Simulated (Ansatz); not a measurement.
**Si2H7Cl: single-point calculation**

- system: Si2H7Cl
- method: RKS PBE0-D4/def2-TZVPP (Ansatz 0.2.0)

The geometry is a transition state. The reaction was set up to form Si1–Cl7 and H2–Si6 and to break Si1–H2 and Si6–Cl7 (atoms counted from 1 in the order of the input); sticks are drawn by distance alone. The geometry comes from this level: PBE0-D4/def2-TZVP.

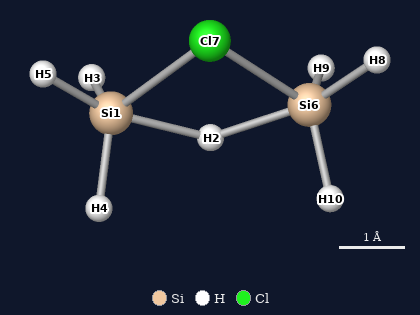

Figure 1. The structure (ball-and-stick view, seen at a tilt; atoms are numbered from 1 in the order of the input).

### Key numbers

| quantity | value |
| --- | --- |
| outcome | converged |
| total energy | −28380.7775 eV |
| mean-field energy | −28380.5829 eV |
| dispersion energy | −0.1946 eV |
| SCF solution under orbital rotations | stable |
| HOMO | −7.50 eV |
| LUMO | −1.49 eV |
| hardware | 4 threads of Arm Neoverse V2, 23 GiB of memory available, shared host |
| wall time | 2 s (CPU time 7.5 s) |
| peak memory | 0.52 GiB |

### Input file
```yaml
crystal:
  periodic: [false, false, false]
  atoms:
    - {symbol: Si, position_ang: [-0.384475, 0.647576, -1.329712]}
    - {symbol: H, position_ang: [-0.553591, -0.471226, -0.079462]}
    - {symbol: H, position_ang: [-0.214391, -0.520577, -2.233348]}
    - {symbol: H, position_ang: [-1.783560, 1.052867, -1.030771]}
    - {symbol: H, position_ang: [0.162349, 1.796279, -2.115432]}
    - {symbol: Si, position_ang: [0.356468, -0.670739, 1.325995]}
    - {symbol: Cl, position_ang: [1.283122, 1.120850, 0.198352]}
    - {symbol: H, position_ang: [1.410719, -0.424476, 2.357397]}
    - {symbol: H, position_ang: [0.642361, -2.046274, 0.839922]}
    - {symbol: H, position_ang: [-0.919102, -0.484181, 2.067059]}
basis:
  gaussian: {orbitals: def2-TZVPP}
hamiltonian: {xc: pbe0, dispersion: d4}
output: {orbitals: {seedname: orbitals}}
```

Command:
```bash
ansatz run in.yaml --threads 4 --pin off --events-out ev --progress --plain --max-ram 9574MiB
```

### Log
```
Functional definition: PBE0
  name "PBE0"
  cite "Adamo & Barone, J. Chem. Phys. 110, 6158 (1999) doi:10.1063/1.478522"
  cite "Perdew, Burke & Ernzerhof, Phys. Rev. Lett. 77, 3865 (1996) doi:10.1103/PhysRevLett.77.3865"
  parent pbe
  parameter a = 0.25
  parameter kappa = 0.804
  parameter beta = 0.06672455060314922
  exchange = (1 - a)*pbe_x(kappa = kappa, mu = beta*pi^2/3) + a*exact_x
  correlation = pbe_c(beta = beta)
1320 factors; their error is unknown
mean field evaluation 1: about -28379.8348 eV, gradient 1.5e1 eV
mean field evaluation 2: about -28380.2324 eV, gradient 9.6e0 eV
mean field evaluation 4: about -28380.5205 eV, gradient 3.9e-1 eV
mean field evaluation 8: about -28380.5829 eV, gradient 1.6e-2 eV
mean field -28380.58286818 eV, -1042.9671833557 hartree, gradient 5.0e-5 eV, S^2 0.000000; 0 other end points of the search recorded, 0 dependent functions left out
reference -28380.58290193 eV, -1042.9671845959 hartree; 26, 26 occupied and 198, 198 virtual orbitals, 1320 factors
Total energy: -28380.77746964 eV, -1042.9743348274 hartree
```

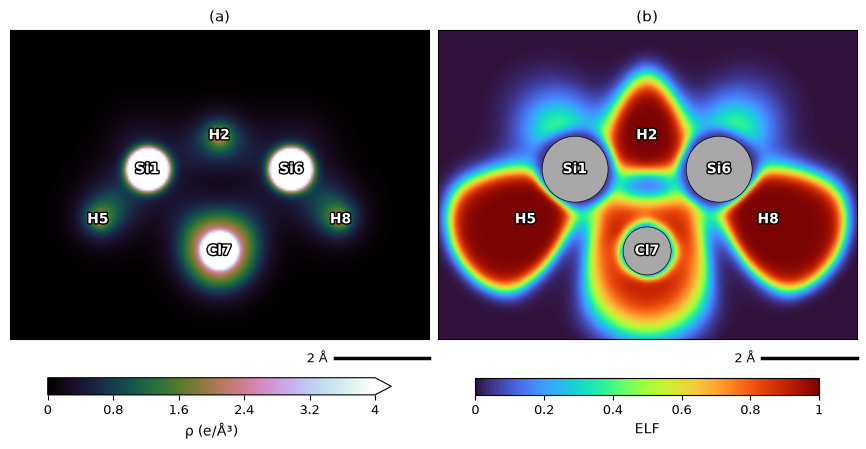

Figure 2. (a) electron density; (b) electron localisation function on the plane of atoms Cl7, Si6 and H8. Grey discs, where drawn, cover atomic cores. The section cuts through Si, H and Cl sites. Si–Cl (2.31 Å): ρ at the midpoint is about 0.55 e/Å³, with its minimum of 0.4 e/Å³ about 0.8 Å from Si; the ELF peaks at about 0.85 between the atoms, which marks a shared but strongly polarised pair. Si–H (1.50 Å): ρ is about 0.81 e/Å³ halfway; the ELF climbs to about 1 towards the hydrogen, as it does in any bond to H.

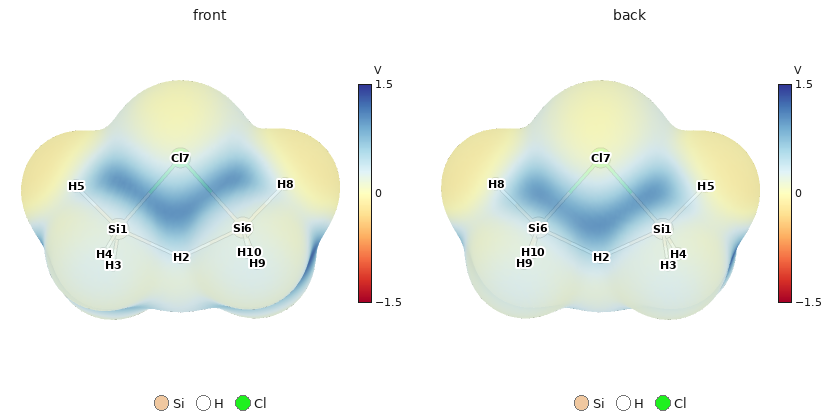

Figure 3. The electrostatic potential painted on the density surface at 0.002 e/bohr³, seen face on and from behind; red is negative and blue positive.

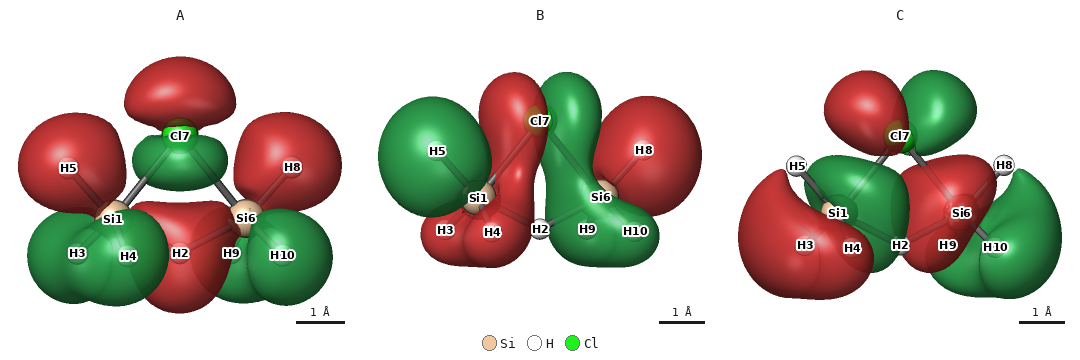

Figure 4. Three frontier orbitals at ±0.06 Å⁻³ᐟ² (green and red are the two phases). B is the HOMO−1 (−8.73 eV). It lies mainly on H8 (20 %), H5 (20 %), Si1 (20 %), Si6 (20 %) and Cl7 (15 %). A is the HOMO (−7.50 eV). By Hirshfeld shares it lies mainly on H2 (15 %), Cl7 (15 %), Si6 (15 %) and Si1 (15 %). C is the LUMO (−1.49 eV). It lies mainly on Si1 (25 %), Si6 (25 %) and Cl7 (25 %). The HOMO–LUMO gap is 6.01 eV between the orbital energies.

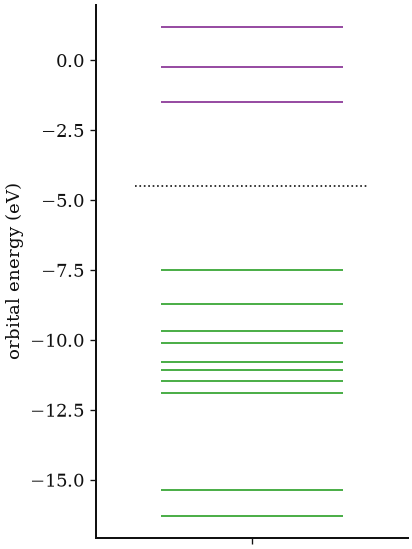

Figure 5. Orbital energies near the frontier; the dotted line parts filled from empty levels, and levels within 0.02 eV of each other stand side by side. Highest filled −7.50 eV, lowest empty −1.49 eV, 6.01 eV apart.
